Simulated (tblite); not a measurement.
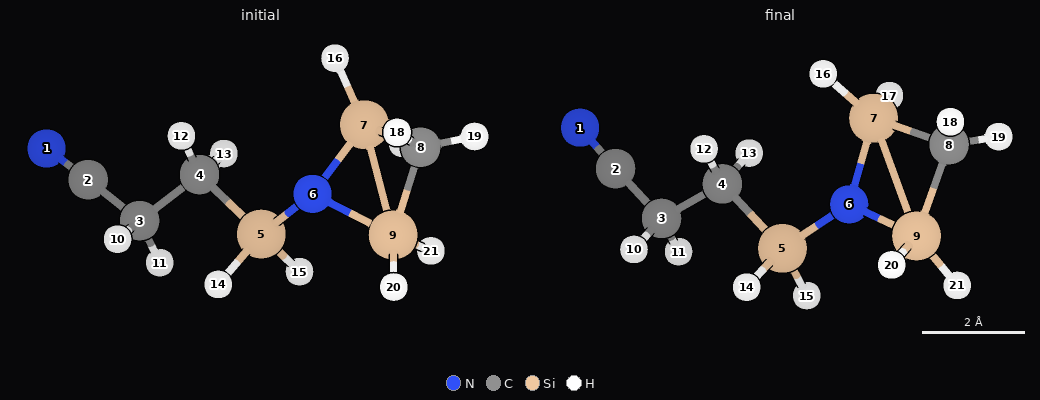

The structure of C₄H₁₂N₂Si₃ before (left) and after (right) a relaxation, at one scale.

The picture is a ball-and-stick view, seen at a tilt.

Computed with tblite 0.8.0, GFN2-xTB geometry optimisation, gas phase. 

### What changed between the two?

The atom that moves furthest after the best rigid fit is H17 (1.15 Å). By element the largest moves are H 1.15 Å, N 0.64 Å, C 0.36 Å, Si 0.28 Å. Near-neighbour distances that change, for instance: Si7–Si9 2.414 → 2.675 Å, Si5–N6 1.776 → 1.719 Å, Si7–C8 1.868 → 1.912 Å, N6–Si7 1.804 → 1.763 Å. Bond angles that change, for instance: Si9–Si7–H17 88.0° → 123.5°, Si7–Si9–H21 89.8° → 123.7°, Si9–Si7–H16 156.4° → 124.3°. Groups turn about C4–Si5 by about 25°. The energy falls by 31.8 kcal/mol in 122 geometry steps. The run took 2.5 s on 1 thread of Arm Neoverse N1, with other jobs on the host.
